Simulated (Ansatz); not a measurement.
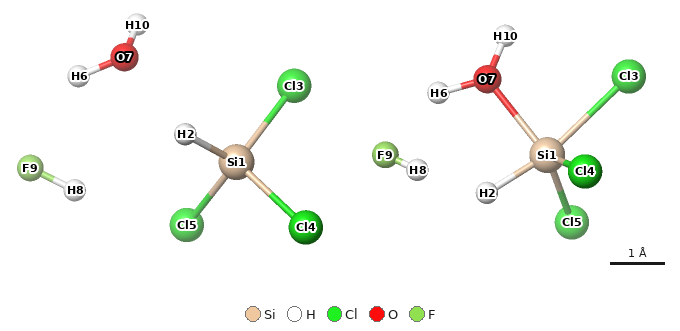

Two geometries of SiH$_{4}$OCl$_{3}$F (started from a transition state, displaced along its imaginary mode), drawn at one scale. One is the start of a relaxation, the other its converged end. A ball-and-stick model, seen at a tilt.

The calculation used RKS PBE0-D4/def2-TZVP in Ansatz. (force threshold 0.005 eV/Å; at most 200 steps)

Q: Which geometry has the lower energy?

A: The left one is the relaxed one. The atom that moves furthest after the best rigid fit is H2 (1.79 Å). Largest moves by element: H 1.79 Å, Cl 1.60 Å, F 0.91 Å, Si 0.79 Å, O 0.60 Å. Some distances before and after: Si1–O7 1.845 → 3.004 Å, H8–F9 0.695 → 0.933 Å, Si1–Cl3 2.191 → 2.027 Å, Si1–H2 1.376 → 1.461 Å. Bonds break, among them: Si1–O7 (1.84 → 3.00 Å). Among the angles between lasting bonds that change: H2–Si1–Cl3 168.4° → 113.8°, H2–Si1–Cl4 89.7° → 108.8°, H2–Si1–Cl5 92.3° → 111.0°. The energy falls by 99.2 kcal/mol in 37 accepted moves (39 points after the start). Largest force component: 32 eV/Å at the start, 0.0035 eV/Å at the end. The line search rejected the trial steps at points 4, 24 of the run.
